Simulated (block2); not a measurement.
# AlClF2 (SMILES [F][Al]([F])[Cl]) at DMRG/ANO-RCC-MB

Aim: the energy change on altering one bond length of AlClF2 at DMRG/ANO-RCC-MB, from 2 runs. 

Program for the calculation: block2 0.5.4.

3 further runs of the same task are left out: 3 that didn't finish. Runs told in other sessions of the task aren't counted.

## Step 1: The molecule

AlClF2 has 4 atoms, charge 0, and is taken as a singlet. SMILES: `[F][Al]([F])[Cl]`. The shape comes from GFN2-xTB, which is rough for such elements, and wasn't checked as a minimum.

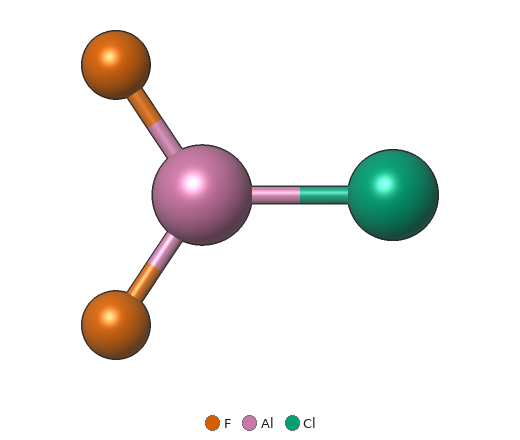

Viewed from a chosen angle; fluorine orange, aluminium pink, chlorine teal.

## Step 2: The energy at DMRG/ANO-RCC-MB

run_dmrg.py

```python
import numpy as np
from pyscf import cc, dft, gto, mcscf, mp, scf
from pyblock2._pyscf.ao2mo import integrals as itg
from pyblock2.driver.core import DMRGDriver, SymmetryTypes
from scipy.stats import linregress

geom = [
    ("F", (1.006510, 0.678460, 1.147330)),
    ("Al", (0.032630, -0.023990, 0.025420)),
    ("F", (0.300970, -1.637440, -0.133960)),
    ("Cl", (-1.340120, 0.982970, -1.038790)),
]
mol = gto.M(
    atom=geom,
    basis="ano-rcc-mb",
    verbose=4,
)
print("basis functions = %d" % (mol.nao))
mf = scf.RHF(mol)
mf.conv_tol = 1e-10
mf.max_cycle = 200
mf.kernel()
if not mf.converged:
    mf = mf.newton().run(mf.mo_coeff, mf.mo_occ)
print(f"E(SCF) = {mf.e_tot:.10f}")
# single-reference ladder for comparison
ref = mf
pt = mp.MP2(ref, frozen=12).run()
mycc = cc.CCSD(ref, frozen=12)
mycc.max_cycle = 150
mycc.kernel()
print("E(MP2) = %.10f" % (pt.e_tot))
if mycc.converged:
    print(f"CCSD total energy = {mycc.e_tot:.10f}")
    print(f"CCSD(T) total energy = {mycc.e_tot + mycc.ccsd_t():.10f}")
    print("T1 = %.4f" % (mycc.get_t1_diagnostic()))
# a few density functionals on the same geometry and basis
ks = dft.RKS(mol, xc="m062x").set(conv_tol=1e-9, verbose=3).run()
if ks.converged:
    print("E(M06-2X) = %.8f" % (ks.e_tot))
ks = dft.RKS(mol, xc="tpss").set(conv_tol=1e-9, verbose=3).run()
if ks.converged:
    print(f"E(TPSS) = {ks.e_tot:.8f}")
ks = dft.RKS(mol, xc="wb97x").set(conv_tol=1e-9, verbose=3).run()
if ks.converged:
    print("E(wB97X) = %.8f" % (ks.e_tot))
ks = dft.RKS(mol, xc="b3lyp").set(conv_tol=1e-9, verbose=3).run()
if ks.converged:
    print("E(B3LYP) = %.8f" % (ks.e_tot))
ks = dft.RKS(mol, xc="lda,vwn5").set(conv_tol=1e-9, verbose=3).run()
if ks.converged:
    print("E(SVWN5) = %.8f" % (ks.e_tot))
# rotate to MP2 natural orbitals
occ_no, mo = mcscf.addons.make_natural_orbitals(mp.MP2(mf, frozen=12).run())
mf.mo_coeff = mo
ncas, n_elec, spin, ecore, h1e, g2e, orb_sym = itg.get_rhf_integrals(mf, ncore=12, ncas=16, pg_symm=False, g2e_symm=1)
drv = DMRGDriver(scratch="./tmp", symm_type=SymmetryTypes.SU2, stack_mem=1500 << 20, n_threads=1)
# orbital ordering
idx = drv.orbital_reordering(h1e, g2e, method="fiedler")
print("orbital order:", idx.tolist())
h1e = h1e[np.ix_(idx, idx)]
g2e = g2e[np.ix_(idx, idx, idx, idx)]
orb_sym = np.array(orb_sym)[idx]
drv.initialize_system(n_sites=ncas, n_elec=n_elec, spin=spin, orb_sym=orb_sym)
mpo = drv.get_qc_mpo(h1e=h1e, g2e=g2e, ecore=ecore, iprint=0)
occs = np.array([1.8] * 12 + [0.2] * 4)[idx]
mps = drv.get_random_mps(tag="GS", bond_dim=100, nroots=1, occs=occs)
bond_dims = [100] * 3 + [150] * 3 + [200] * 4
noises = [0.0001] * 3 + [0.0001] * 3 + [1e-05] * 4 + [0]
thrds = [1e-08] * 10
e = drv.dmrg(mpo, mps, n_sweeps=16, tol=1e-06, bond_dims=bond_dims, noises=noises, thrds=thrds, iprint=1)
ms, dws, es = drv.get_dmrg_results()
print("max discarded weight = %.3e" % (dws[-1]))
print("total energy = %.10f" % (e))
csf, coef = drv.get_csf_coefficients(mps, cutoff=0.05, iprint=1)
print("leading coefficient squared = %.4f" % (np.max(np.abs(coef)) ** 2))
# reverse schedule: lower the bond dimension without noise and extrapolate in the discarded weight
mps = drv.adjust_mps(mps, dot=2)[0]
back = [180, 150, 120, 90]
drv.dmrg(mpo, mps, n_sweeps=4 * len(back), tol=0, bond_dims=[m for m in back for _ in range(4)], noises=[0] * (4 * len(back)), thrds=[1e-9] * (4 * len(back)), iprint=1)
ms, dws, es = drv.get_dmrg_results()
ms, dws, es = ms[3::4], dws[3::4], np.array(es)[3::4, 0]
fit = linregress(dws, es)
print("M values =", np.round(ms, 1).tolist())
print("DW(M) =", np.round(dws, 12).tolist())
print("E(M) =", np.round(es, 9).tolist())
print("extrapolated energy = %.8f" % (fit.intercept))
print("error estimate = %.3e" % (abs(fit.intercept - es.min()) / 5))
```

Run with:

```
$ python run_dmrg.py
```

Standard output:

```text
[INPUT] verbose = 4
[INPUT] num. atoms = 4
[INPUT] num. electrons = 48
[INPUT] charge = 0
[INPUT] spin (= nelec alpha-beta = 2S) = 0
[INPUT] symmetry False subgroup None
[INPUT] Mole.unit = angstrom
[INPUT] Symbol           X                Y                Z      unit          X                Y                Z       unit  Magmom
[INPUT]  1 F      1.006510000000   0.678460000000   1.147330000000 AA    1.902028241636   1.282103586472   2.168139474497 Bohr   0.0
[INPUT]  2 Al     0.032630000000  -0.023990000000   0.025420000000 AA    0.061661763445  -0.045334529728   0.048036838086 Bohr   0.0
[INPUT]  3 F      0.300970000000  -1.637440000000  -0.133960000000 AA    0.568750871710  -3.094313145408  -0.253147711647 Bohr   0.0
[INPUT]  4 Cl    -1.340120000000   0.982970000000  -1.038790000000 AA   -2.532459774052   1.857544088664  -1.963028600937 Bohr   0.0

[... 48 lines left out ...]
converged SCF energy = -899.860159349695
[... 34 lines left out ...]
CCSD converged
[... 4 lines left out ...]
CCSD(T) total energy = -899.9230864524
[... 21 lines left out ...]
converged SCF energy = -901.977483401799
[... 21 lines left out ...]
converged SCF energy = -901.964953036335
[... 59 lines left out ...]
max discarded weight = 6.661e-06
[... 3 lines left out ...]
Sum of weights of included CSF =    0.950020209258467
[... 39 lines left out ...]
Sweep =   11 | Direction = backward | Bond dimension =  120 | Noise =  0.00e+00 | Dav threshold =  1.00e-09
Time elapsed =    101.129 | E =    -899.9229615881 | DE = -1.60e-07 | DW = 3.23066e-05

Sweep =   12 | Direction =  forward | Bond dimension =   90 | Noise =  0.00e+00 | Dav threshold =  1.00e-09
Time elapsed =    104.942 | E =    -899.9229386766 | DE = 2.29e-05 | DW = 1.21549e-04

Sweep =   13 | Direction = backward | Bond dimension =   90 | Noise =  0.00e+00 | Dav threshold =  1.00e-09
Time elapsed =    107.956 | E =    -899.9226699757 | DE = 2.69e-04 | DW = 6.08968e-05

Sweep =   14 | Direction =  forward | Bond dimension =   90 | Noise =  0.00e+00 | Dav threshold =  1.00e-09
Time elapsed =    111.029 | E =    -899.9226697702 | DE = 2.05e-07 | DW = 6.07001e-05

Sweep =   15 | Direction = backward | Bond dimension =   90 | Noise =  0.00e+00 | Dav threshold =  1.00e-09
Time elapsed =    114.008 | E =    -899.9226703623 | DE = -5.92e-07 | DW = 6.04187e-05

M values = [180, 150, 120, 90]
DW(M) = [8.867235e-06, 1.6636027e-05, 3.2306633e-05, 6.0418739e-05]
E(M) = [-899.923178777, -899.923103741, -899.922961588, -899.922670362]
extrapolated energy = -899.92326978
error estimate = 1.820e-05
```

Run time: 4.3 min. Hardware: 1 thread of Arm Neoverse V2, shared host; peak memory 0.65 GiB.

## Step 3: The distorted shape: the energy at DMRG/ANO-RCC-MB

mol.xyz

```xyz
4
AlClF2
F      1.152569     0.783811     1.315590
Al     0.032630    -0.023990     0.025420
F      0.300970    -1.637440    -0.133960
Cl    -1.340120     0.982970    -1.038790
```

run_dmrg.py

```python
import numpy as np
from pyscf import cc, dft, gto, mp, scf
from pyblock2._pyscf.ao2mo import integrals as itg
from pyblock2.driver.core import DMRGDriver, SymmetryTypes

mol = gto.M(atom="mol.xyz", basis="ano-rcc-mb", charge=0, spin=0, verbose=3)
print("basis functions = %d" % (mol.nao))
mf = scf.UHF(mol)
mf.conv_tol = 1e-10
mf.max_cycle = 200
mf.kernel()
if not mf.converged:
    mf = mf.newton().run(mf.mo_coeff, mf.mo_occ)
# make sure the determinant is stable
for _ in range(5):
    mo, _, ok, _ = mf.stability(return_status=True)
    if ok:
        break
    mf.kernel(mf.make_rdm1(mo, mf.mo_occ))
print("SCF energy = %.10f" % (mf.e_tot))
print(f"reference S^2 = {mf.spin_square()[0]:.4f}")
# single-reference ladder for comparison
ref = mf
pt = mp.MP2(ref, frozen=12).run()
mycc = cc.CCSD(ref, frozen=12)
mycc.max_cycle = 150
mycc.kernel()
print("MP2 total energy = %.10f" % (pt.e_tot))
if mycc.converged:
    print("CCSD total energy = %.10f" % (mycc.e_tot))
    print("E(CCSD(T)) = %.10f" % (mycc.e_tot + mycc.ccsd_t()))
# a few density functionals on the same geometry and basis
ks = dft.UKS(mol, xc="m062x").set(conv_tol=1e-9, verbose=3).run(mf.make_rdm1())
if ks.converged:
    print("E(M06-2X) = %.8f" % (ks.e_tot))
ks = dft.UKS(mol, xc="tpss").set(conv_tol=1e-9, verbose=3).run(mf.make_rdm1())
if ks.converged:
    print(f"E(TPSS) = {ks.e_tot:.8f}")
ks = dft.UKS(mol, xc="wb97x").set(conv_tol=1e-9, verbose=3).run(mf.make_rdm1())
if ks.converged:
    print("E(wB97X) = %.8f" % (ks.e_tot))
ks = dft.UKS(mol, xc="b3lyp").set(conv_tol=1e-9, verbose=3).run(mf.make_rdm1())
if ks.converged:
    print(f"E(B3LYP) = {ks.e_tot:.8f}")
ks = dft.UKS(mol, xc="lda,vwn5").set(conv_tol=1e-9, verbose=3).run(mf.make_rdm1())
if ks.converged:
    print("E(SVWN5) = %.8f" % (ks.e_tot))
ncas, n_elec, spin, ecore, h1e, g2e, orb_sym = itg.get_uhf_integrals(mf, ncore=12, ncas=16, pg_symm=False, g2e_symm=8)
dmrg = DMRGDriver(scratch="./tmp", symm_type=SymmetryTypes.SZ, stack_mem=1500 << 20, n_threads=1)
dmrg.initialize_system(n_sites=ncas, n_elec=n_elec, spin=spin, orb_sym=orb_sym)
mpo = dmrg.get_qc_mpo(h1e=h1e, g2e=g2e, ecore=ecore, iprint=0)
psi = dmrg.get_random_mps(tag="GS", bond_dim=450, nroots=1)
bond_dims = [450] * 2 + [600] * 3
noises = [0.0001] * 2 + [1e-05] * 3 + [0]
thrds = [1e-07] * 5
e = dmrg.dmrg(mpo, psi, n_sweeps=11, tol=1e-06, bond_dims=bond_dims, noises=noises, thrds=thrds, iprint=1)
ms, dws, es = dmrg.get_dmrg_results()
print("max discarded weight = %.3e" % (dws[-1]))
print("total energy = %.10f" % (e))
dm1 = dmrg.get_1pdm(psi)
print("occupation numbers =", np.round(np.concatenate([np.linalg.eigvalsh(x)[::-1] for x in dm1]), 5).tolist())
print("orbital entropies =", np.round(dmrg.get_orbital_entropies(psi, orb_type=1), 4).tolist())
print("max block entropy = %.4f" % (max(dmrg.get_bipartite_entanglement(psi))))
```

Run with:

```
$ python run_dmrg.py
```

Standard output:

```text
basis functions = 28
converged SCF energy = -899.851317106042  <S^2> = 0  2S+1 = 1
<class 'pyscf.scf.uhf.UHF'> wavefunction is stable in the internal stability analysis
SCF energy = -899.8513171060
reference S^2 = 0.0000
E(UMP2) = -899.906327213701  E_corr = -0.0550101076588302
E(SCS-UMP2) = -899.906554749656  E_corr = -0.0552376436135465
E(UCCSD) = -899.9131921339447  E_corr = -0.06187502790230126
MP2 total energy = -899.9063272137
CCSD total energy = -899.9131921339
UCCSD(T) correction = -0.00739480842776563
E(CCSD(T)) = -899.9205869424
converged SCF energy = -901.82434766931  <S^2> = -3.5527137e-15  2S+1 = 1
E(M06-2X) = -901.82434767
converged SCF energy = -901.979006724673  <S^2> = 0  2S+1 = 1
E(TPSS) = -901.97900672
converged SCF energy = -901.872156680076  <S^2> = 0  2S+1 = 1
E(wB97X) = -901.87215668
converged SCF energy = -901.963218724787  <S^2> = 0  2S+1 = 1
E(B3LYP) = -901.96321872
converged SCF energy = -898.094573287435  <S^2> = -7.1054274e-15  2S+1 = 1
E(SVWN5) = -898.09457329

Sweep =    0 | Direction =  forward | Bond dimension =  450 | Noise =  1.00e-04 | Dav threshold =  1.00e-07
Time elapsed =    163.416 | E =    -899.9187403830 | DW = 1.63432e-06

Sweep =    1 | Direction = backward | Bond dimension =  450 | Noise =  1.00e-04 | Dav threshold =  1.00e-07
Time elapsed =    258.196 | E =    -899.9210123435 | DE = -2.27e-03 | DW = 4.04961e-06

Sweep =    2 | Direction =  forward | Bond dimension =  600 | Noise =  1.00e-05 | Dav threshold =  1.00e-07
Time elapsed =    370.445 | E =    -899.9211085933 | DE = -9.62e-05 | DW = 2.70944e-07

Sweep =    3 | Direction = backward | Bond dimension =  600 | Noise =  1.00e-05 | Dav threshold =  1.00e-07
Time elapsed =    531.668 | E =    -899.9211418137 | DE = -3.32e-05 | DW = 1.62548e-06

Sweep =    4 | Direction =  forward | Bond dimension =  600 | Noise =  1.00e-05 | Dav threshold =  1.00e-07
Time elapsed =    676.962 | E =    -899.9211485129 | DE = -6.70e-06 | DW = 1.32148e-06

Sweep =    5 | Direction = backward | Bond dimension =  600 | Noise =  0.00e+00 | Dav threshold =  1.00e-07
Time elapsed =    810.064 | E =    -899.9211504117 | DE = -1.90e-06 | DW = 1.40384e-06

Sweep =    6 | Direction =  forward | Bond dimension =  600 | Noise =  0.00e+00 | Dav threshold =  1.00e-07
Time elapsed =    932.983 | E =    -899.9211523075 | DE = -1.90e-06 | DW = 1.41571e-06

Sweep =    7 | Direction = backward | Bond dimension =  600 | Noise =  0.00e+00 | Dav threshold =  1.00e-07
Time elapsed =   1053.521 | E =    -899.9211524399 | DE = -1.32e-07 | DW = 1.42067e-06

max discarded weight = 1.421e-06
total energy = -899.9211524399
occupation numbers = [0.99978, 0.99976, 0.99957, 0.99826, 0.9972, 0.99659, 0.9959, 0.99396, 0.99371, 0.99222, 0.98933, 0.97968, 0.02722, 0.01736, 0.01064, 0.00882, 0.99978, 0.99976, 0.99957, 0.99826, 0.9972, 0.99659, 0.9959, 0.99396, 0.99371, 0.99222, 0.98933, 0.97968, 0.02722, 0.01736, 0.01064, 0.00882]
orbital entropies = [0.0256, 0.0235, 0.0169, 0.0757, 0.0464, 0.088, 0.102, 0.0904, 0.0799, 0.1209, 0.0505, 0.0568, 0.1882, 0.2232, 0.121, 0.1097]
max block entropy = 0.5097
```

Wall time 18 min (1 thread of Arm Neoverse V2, shared host); peak memory 3.3 GiB.

## Step 4: What came out

Level: DMRG/ANO-RCC-MB, 12 core orbitals frozen.

| quantity | value |
| --- | --- |
| run 1, DMRG/ANO-RCC-MB: total energy | -899.92320 Eh |
| run 1, DMRG/ANO-RCC-MB: T1 diagnostic of the CCSD step | 0.014 |
| distorted shape: total energy | -899.92115 Eh |
| energy change with the F1–Al2 bond stretched from 1.643 to 1.890 Å | 0.056 eV |

What this shows: With the F1–Al2 bond stretched from 1.643 to 1.890 Å the energy rises by 0.06 eV (5.4 kJ/mol). The first shape isn't relaxed at this level, so the change isn't measured from a minimum. The minimal basis adds a large error of its own. The basis (run 1, DMRG/ANO-RCC-MB) was made for a relativistic Hamiltonian, but the run is non-relativistic. The basis (distorted shape) was made for a relativistic Hamiltonian, but the run is non-relativistic.
